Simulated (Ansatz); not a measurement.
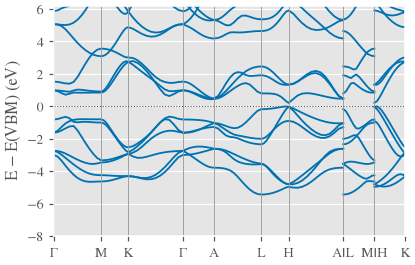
Band structure from PBE in the plane-wave PAW code Ansatz

Q: Read off the gap and where the band edges lie.

A: About 0.2 eV (0.21 eV by a search for the band edges); maximum on the H–K line, 6 % of the way from H, minimum at H.

The material is Te (trigonal Se type, space group No. 152).

Space group P3_121 (trigonal Se type). The cell was relaxed with PBE under the symmetry of its start. A crystal of weakly bound chains computed without a dispersion correction: the cell and the soft elastic constants depend strongly on that. Scalar-relativistic: spin–orbit coupling is off unless named, which matters more the heavier the elements.

Potentials: the later of the program's two PAW sets.
